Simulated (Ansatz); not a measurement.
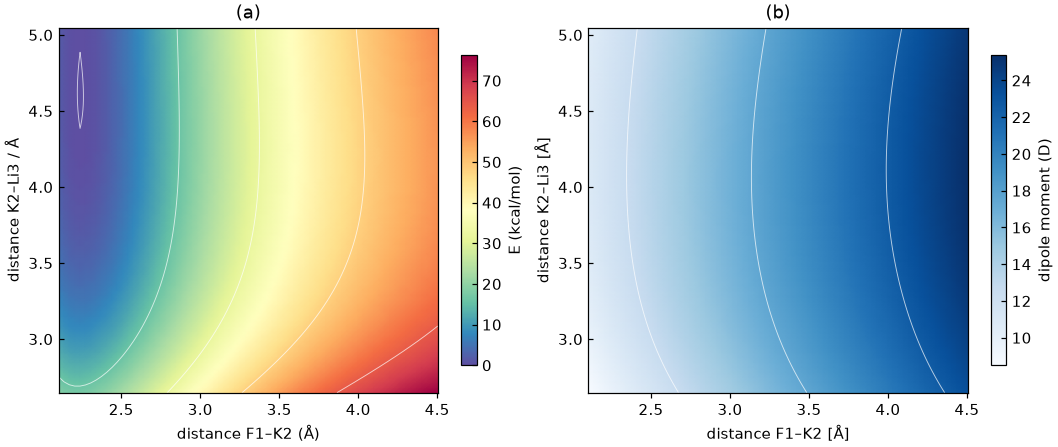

The system F + KLi, spin multiplicity 2. 
- First axis: distance F1–K2. Second axis: distance K2–Li3.
- Nothing is relaxed (the angle F1–K2–Li3 is fixed at 180 degrees).
- The scan uses a 17 × 17 grid.
- Points are written as (first, second).
- Energies: kcal/mol, counted from the lowest grid point.
- Level of theory: UHF/def2-TZVPD in Ansatz.

Panel (a) is the energy and panel (b) the computed dipole moment on the same grid.

Drawn: a smooth colour map with a few white contour lines. Between grid points the surface is interpolated.

### How does the dipole moment vary over the map, and what is it at the lowest grid point?

Leaving out the highest fifth of the energies, it runs from 8.5 D at (2.104 Å, 2.648 Å) to 23.3 D at (4.122 Å, 4.123 Å). At the lowest grid point, (2.265 Å, 4.666 Å), it is 11.8 D.
